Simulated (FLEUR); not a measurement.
Band structure of Al (Fm-3m, 1 atom in the cell).

```
Al
1.0
    0.00000     2.01522     2.01522
    2.01522     0.00000     2.01522
    2.01522     2.01522     0.00000
Al
1
Direct
  0.00000   0.00000   0.00000
```

Method of the run: PBE, all-electron FLAPW (FLEUR), scalar-relativistic valence in FLEUR.

Settings: Kmax = 4 1/bohr; GmaxXC = 16 1/bohr; xcFunctional = pbe; jspins = 1; l_soc = F; mode = hist; fermiSmearingEnergy = 0.00367493 Htr; mesh (inpgen div1-3) = 10 10 10; inpgen gamma flag = true; Gmax = 16 1/bohr; numbands = 0; maxIterBroyd = 99; imix = Anderson; alpha = 0.05.

The starting cell comes from a database of computed structures (which also holds hypothetical and non-ambient phases and stackings), without a prior relaxation at this level. Its lattice was rescaled by a random factor within 2.5 % of one. Values depend on the basis (sphere radii, cutoffs, local orbitals), which need not be converged.

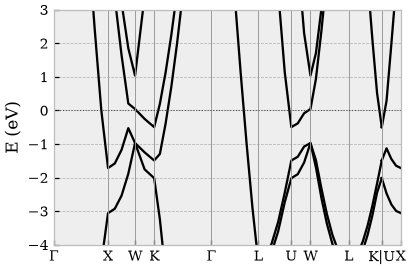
Figure: Bands along the path, energies from the Fermi level.

Levels in eV from the Fermi level, bands 1 to 4:
```tsv
point	1	2	3	4
Γ	-11.30	12.55	12.55	12.55
X	-3.06	-1.72	5.14	5.52
W	-0.97	-0.97	0.04	1.04
K	-2.02	-1.49	-0.50	6.49
L	-4.74	-4.51	11.38	11.38
U	-2.02	-1.49	-0.50	6.49
```
